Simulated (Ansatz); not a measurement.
The reference is CsPbCl₃ in the cubic perovskite structure (space group Pm-3m, No. 221; a = 5.736 Å).

One thing is altered: 0.943 electrons added to each cell, a density of 5.0×10^21 cm⁻³, with a uniform compensating background at fixed cell and a 300 K Fermi–Dirac width.

Calculations: PBE (Ansatz, a first-principles code; PAW; 420 eV plane waves; no spin-orbit coupling).

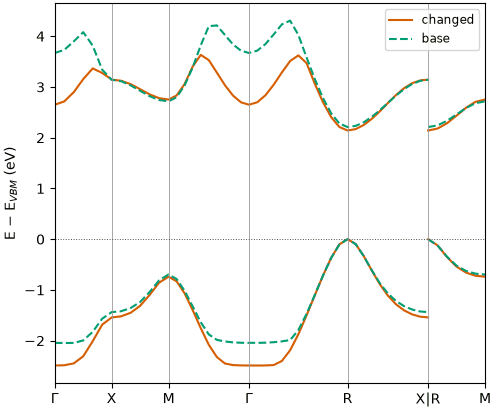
*Highest valence and lowest conduction band along the path, each from its own valence-band maximum*

Problem. Read the changed gap and its character from the plot.

Solution. About 2.1 eV, direct at R.

Charged cell with a jellium background: band edges are those of the host's band count, energies are not comparable with the neutral cell, and many-body gap narrowing is missing. Spin-orbit coupling, missing from the scalar runs, can matter with Pb. No phonon test of stability was made. Many cubic perovskites are stable only at high temperature; tilts and polar distortions were not tested. This is not the structure that CsPbCl3 has at room temperature and ambient pressure.
